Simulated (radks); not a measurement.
Ga: atomic calculation

- system: atomic gallium (Ga) in the configuration [Ar] 3d10 4s2 4p1 (4p1/2: 1).
- method: Dirac Kohn-Sham, relativistic LDA (MacDonald-Vosko exchange, VWN5 correlation), spin-unpolarised, spherical densities, finite nucleus (the in-house radial solver radks)

The input:
```
Z 31
configuration [Ar] 3d10 4s2 4p1
relativity Dirac
functional lda_x_rel,vwn5
spin unpolarised
j_filling energy
nucleus finite rms 3.9973 fm
c 137.035999084
```

Energies in input and log are in hartree, lengths in bohr (the nuclear radius in fm).

Hardware: 1 CPU thread, shared host.

Output:
```
1s1/2   1   2.0000        -373.95982500
2s1/2   1   2.0000         -46.17912902
2p1/2   1   2.0000         -40.96361882
2p3/2   1   4.0000         -39.95429462
3s1/2   1   2.0000          -5.40030852
3p1/2   1   2.0000          -3.70730237
3p3/2   1   4.0000          -3.57411209
3d3/2   1   4.0000          -0.72203585
3d5/2   1   6.0000          -0.70502942
4s1/2   1   2.0000          -0.33453979
4p1/2   1   1.0000          -0.10214672
4p3/2   1   0.0000          -0.09770419
Etot -1939.4460133383404
Ekin 1973.7026206741787
Encl -4681.1888068276185
Eh 838.9038310438582
Exc -70.86365822875851
err 4.4111948349476826e-09
it 15
```

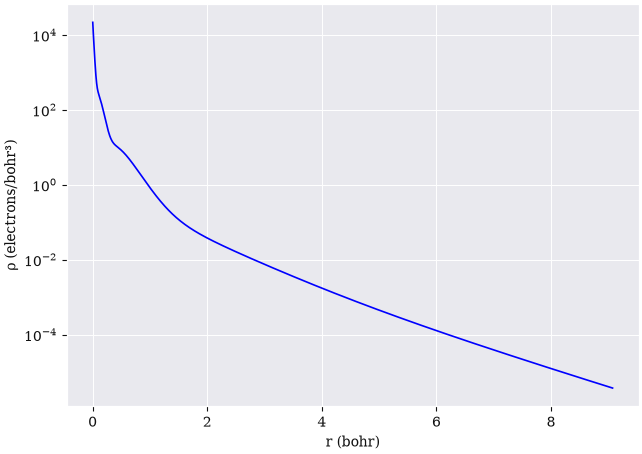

**Figure 1.** The electron density ρ(r) on a logarithmic scale. The density falls from 22000 electrons/bohr³ at the inner end (r = 0.0016 bohr) to 0.001 at r = 4.40 bohr, a common measure of the size of an atom or ion. The highest occupied orbital, 4p1/2 (⟨r⟩ = 3.34 bohr, −2.78 eV), is also the most diffuse and sets the fall-off far out: over the last part drawn ln ρ falls by 1.1 per bohr, against 2√(−2ε) = 0.90 for the pure exponential. The steps in the slope mark the shells; the radial density has its minima at 0.072 and 0.34 bohr.

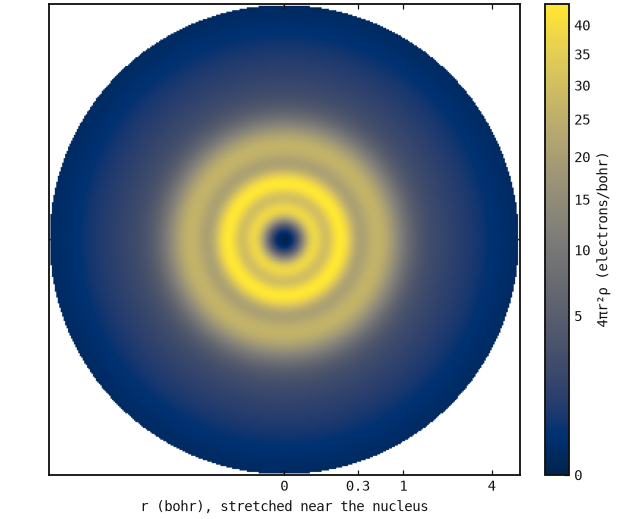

**Figure 2.** The radial density 4πr²ρ as a disc about the nucleus, with the radius drawn as r to the power 0.4. There are 3 maxima, at r = 0.0341, 0.153 and 0.543 bohr, parted by minima at 0.0723 and 0.341 bohr, inside which lie 2.1 and 10.9 electrons. The configuration has 4 principal shells, so not every shell has a maximum of its own.

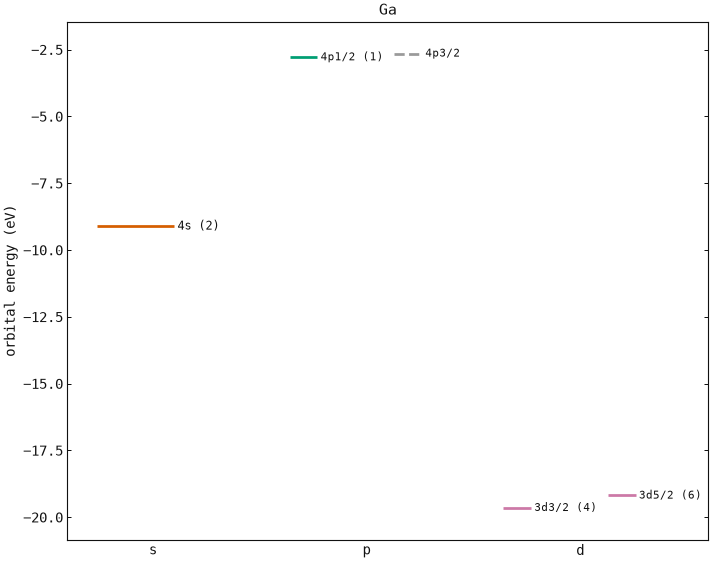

**Figure 3.** The outer levels are drawn by angular momentum (occupations in brackets, the lower j at the left of each column, empty levels dashed). The highest occupied level is 4p1/2 at −2.78 eV. From the top down the occupied levels run 4p1/2 (−2.78 eV), 4s (−9.10 eV), 3d5/2 (−19.2 eV), 3d3/2 (−19.6 eV). The lowest empty level drawn is 4p3/2 at −2.66 eV. Spin-orbit splittings: 4p 0.121 eV, 3d 0.463 eV. The measured ionisation energy (NIST) is 6.00 eV; minus the highest level, 2.78 eV, lies 54 % below it, as is usual for a semilocal functional, whose potential decays too fast.

Key numbers:

- outcome: converged
- total energy: −1939.4460 hartree
- kinetic energy: 1973.7026 hartree
- electron–nucleus energy: −4681.1888 hartree
- Hartree energy: 838.903831 hartree
- exchange–correlation energy: −70.863658 hartree
- radius at density 0.001 e/bohr³: 4.40 bohr
- SCF iterations: 15
- wall time: 2.8 s
